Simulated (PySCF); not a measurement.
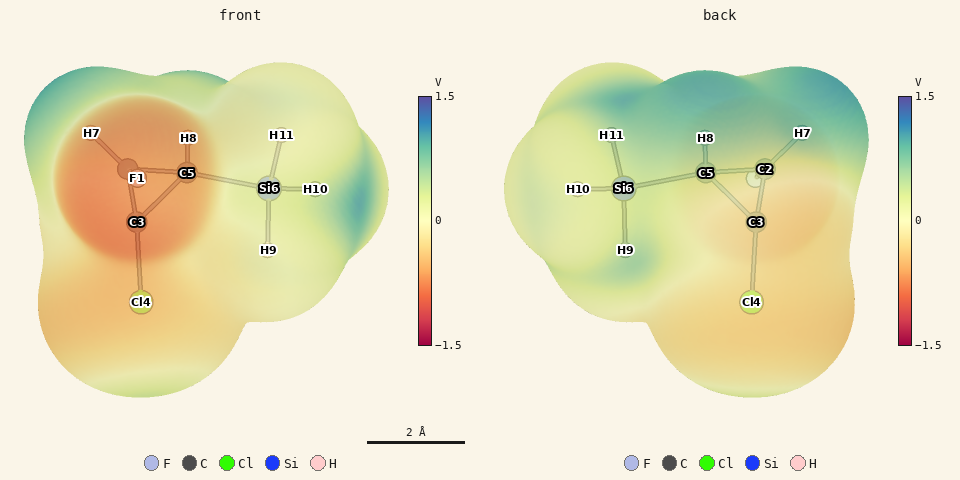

The picture shows: C₃H₅ClFSi (doublet). The molecular electrostatic potential painted on the density surface at 0.001 e/bohr³, seen from the front and from behind; red is negative and blue positive.

Geometry: GFN2-xTB.

These are results of PySCF, UKS B3LYP, pcH-1 on C Cl F H Si, non-relativistic, mean-field spin-orbit, GIAO, not measurements.

```tsv
atom	x (Å)	y (Å)	z (Å)
F	-0.7075	1.8188	0.4773
C	-1.1281	0.8531	-0.4057
C	-1.4635	-0.4873	0.0654
Cl	-1.7794	-1.0313	1.6315
C	-0.1903	-0.3245	-0.6386
Si	1.4799	-0.3583	0.2857
H	-1.6680	1.3237	-1.2194
H	-0.1415	-0.6760	-1.6627
H	1.2414	-0.3453	1.7249
H	2.1370	-1.5943	-0.1403
H	2.2254	0.8241	-0.1441
```

### Which sites attract a positive test charge, and which a negative one?

A positive charge is drawn to the negative regions and a negative charge to the positive ones. The most negative region (about −0.8 V) lies over F1, the most positive (about +1.0 V) over Si6, H7 and H8. Cl4 shows a σ-hole: about +0.4 V at the tip opposite its bond, against about −0.3 V on its flanks.
